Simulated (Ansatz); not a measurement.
C2H6GeO

```yaml
atoms:
  - { symbol: C, position_ang: [-0.3890, 1.0966, -0.9387] }
  - { symbol: C, position_ang: [-0.2532, -0.3696, -0.6421] }
  - { symbol: O, position_ang: [-0.5708, -1.2229, -1.4276] }
  - { symbol: Ge, position_ang: [0.4949, -0.8955, 1.1582] }
  - { symbol: H, position_ang: [0.5894, 1.5802, -0.8569] }
  - { symbol: H, position_ang: [-1.0346, 1.5642, -0.1888] }
  - { symbol: H, position_ang: [-0.8013, 1.2498, -1.9366] }
  - { symbol: H, position_ang: [0.5572, -2.4240, 1.2268] }
  - { symbol: H, position_ang: [-0.4082, -0.3411, 2.2747] }
  - { symbol: H, position_ang: [1.8988, -0.2891, 1.3338] }
```

Geometry: PBE0-D4/def2-TZVP.

Theory: Ansatz 0.2.0, RKS PBE0-D4/def2-TZVPP.

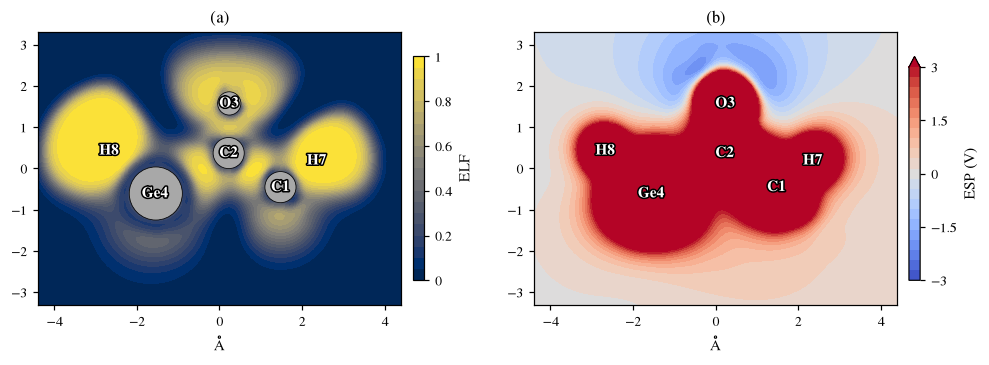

Figure 1. (a) electron localisation function; (b) electrostatic potential on the plane of atoms C2, Ge4 and H8. Grey discs cover the atomic cores in the ELF map.

Read the bonding off the picture.

Answer.
- The plane passes through C, O, Ge and H nuclei.
- C–O (1.20 Å): the ELF peaks at about 0.85 between the atoms; a multiple bond.
- C–C (1.50 Å): the ELF peaks at about 0.95 between the atoms, as expected for localised, covalent bonding.
- C–Ge (2.02 Å): the ELF peaks at about 0.95 in the valence shell of C, 0.7 Å from its nucleus, and is about 0.75 at the midpoint.
- C–H (1.09 Å): the ELF climbs to about 1 towards the hydrogen, as it does in any bond to H; a covalent bond by its length.
- Ge–H (1.53 Å): the ELF climbs to about 1 towards the hydrogen.
- The ELF also peaks beside O3, away from the bonds: lone-pair regions.
- Outside the dense part of the molecule the potential is most negative (−2.1 V) near O3.

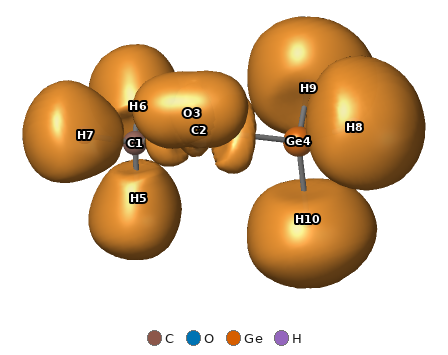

Figure 2. Isosurface of the ELF at 0.75 (orange), seen from one side. Core shells and regions of very low density are left out.

Identify the bonds, lone pairs and shells in this picture.

Answer. The ELF exceeds this value in one region between bonded C–C atoms (shared pairs), six regions around hydrogen nuclei, one lobe of the valence shell of C pointing towards Ge (polar bonds) and one region on O in which the atom's valence shell and bonds are merged.

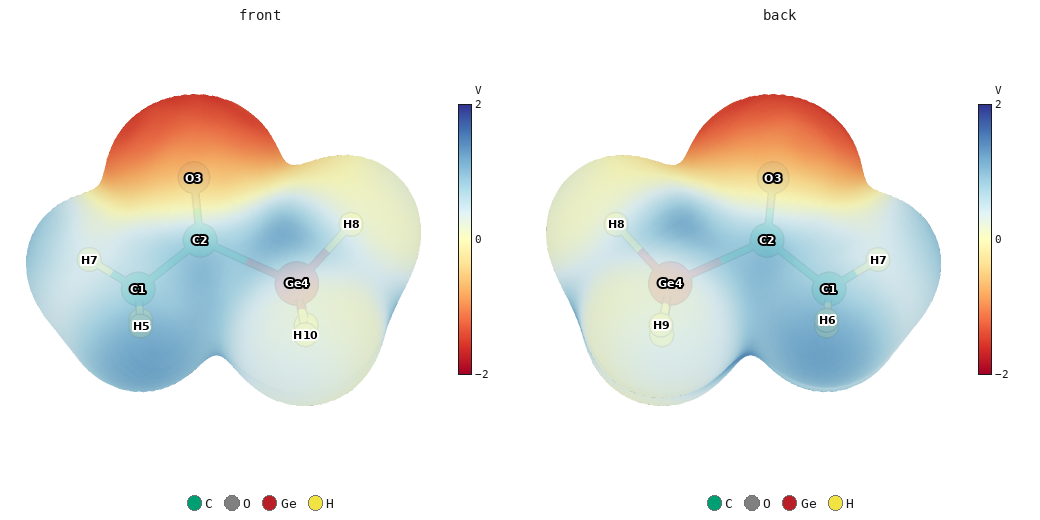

Figure 3. The molecular electrostatic potential painted on the density surface at 0.002 e/bohr³, seen from the front and from behind; red is negative and blue positive.

Which sites attract a positive test charge, and which a negative one?

Answer. A positive charge is drawn to the negative regions and a negative charge to the positive ones. The most negative region (about −1.5 V) lies over O3, the most positive (about +1.3 V) over Ge4. O3 is the likeliest acceptor of a hydrogen bond.
